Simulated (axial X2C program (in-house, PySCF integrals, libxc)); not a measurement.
# SbCd: relativistic diatomic calculation

SbCd, single determinant with Ω = 3/2. The distance is the PBE0 minimum at charge 0. Computed at this level: expectation values, HF and Kohn-Sham, two-component X2C with atomic mean-field Coulomb and Gaunt terms, Sb dyall-cv3z, Cd dyall-cv3z (cores contracted) (axial X2C program (in-house, PySCF integrals, libxc)).

**Input**
```
{"zs": [51, 48], "q": 0, "bas": ["dyall-cv3z", "dyall-cv3z"], "r0": 2.76, "levels": ["PBE0", "HF", "PBE", "r2SCAN", "LDA"], "nst": 3}
```

The line is the task of a batch: nuclear charges, charge, bases, the levels to run, a first guess of the distance and further settings. This report covers the levels named above. The log is that of the reference distance, started from orbitals converged before.

The run was one of a batch that the task file lists, launched with:
```bash
python <driver script> task.json out
```

**Log**
```
two-component X2C + atomic mean field  PBE0
basis functions 274  fitting functions 1300  grid points 5806
iter        total energy     max residual
   1     -12069.112317245     7.17e-06
   2     -12069.112317248     9.23e-06
   3     -12069.112317249     1.39e-06
converged
one-electron -17460.09661807  Coulomb 5291.99934783  exact exchange -80.62622291  xc functional -246.67618647  nuclear repulsion 433.10792789  atomic mean-field constant -6.82056552
```

**Expectation values by level of theory**

```tsv
quantity	PBE0	HF	PBE	r2SCAN	LDA
effective field for an electron dipole moment (GV/cm)	10.2	17.1	8.33	12.5	6.64
field gradient at the first nucleus (a.u.)	−1.29	−1.74	−0.966	−1.83	0.300
field gradient at the second nucleus (a.u.)	−1.27	−1.98	−1.07	−1.43	−0.888
A∥/gI, first nucleus (MHz)	−387	−520	−302	−545	−57.2
A∥/gI, second nucleus (MHz)	659	550	595	692	510
```

Each column comes from one determinant, in a basis with contracted cores. The levels disagree widely: the effective field runs from 6.64 to 17.1 GV/cm, A∥/gI at the first nucleus runs from −545 to −57.2 MHz, the field gradient at the first nucleus runs from −1.83 to 0.300 a.u. and the field gradient at the second nucleus runs from −1.98 to −0.888 a.u. They may not all have settled in the same state, and these values aren't reliable properties of the molecule.

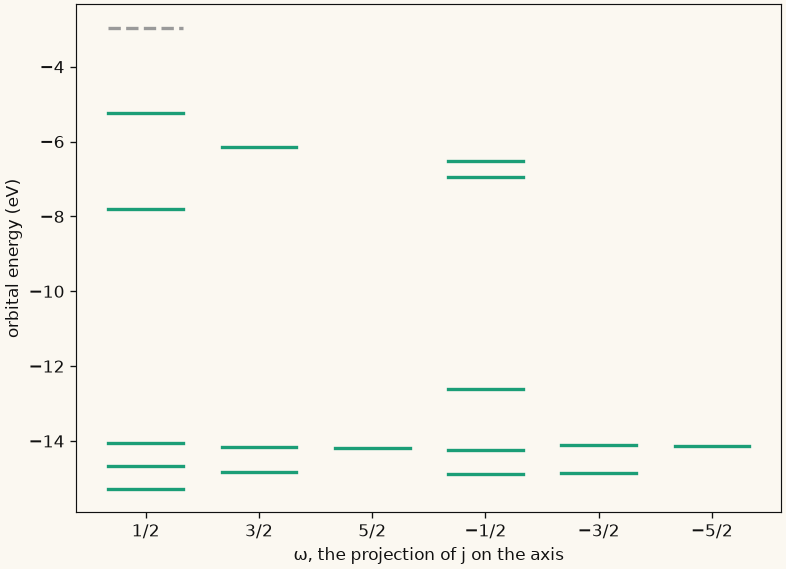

Figure 1. Orbital energies (PBE0) near the frontier at 2.99 Å, filled (solid) and empty (dashed). The highest filled spinor (1/2; 38 % Sb p, 36 % Cd s) lies at −5.25 eV, the lowest empty one (1/2; 85 % Sb p, 12 % Cd p) at −2.95 eV.

**Results in brief**

- outcome: converged; the levels of theory disagree widely
- hardware: 1 thread of Arm Neoverse N1, 98 GiB of memory available, shared host
- wall time: 9.9 s
- peak memory: 0.64 GiB
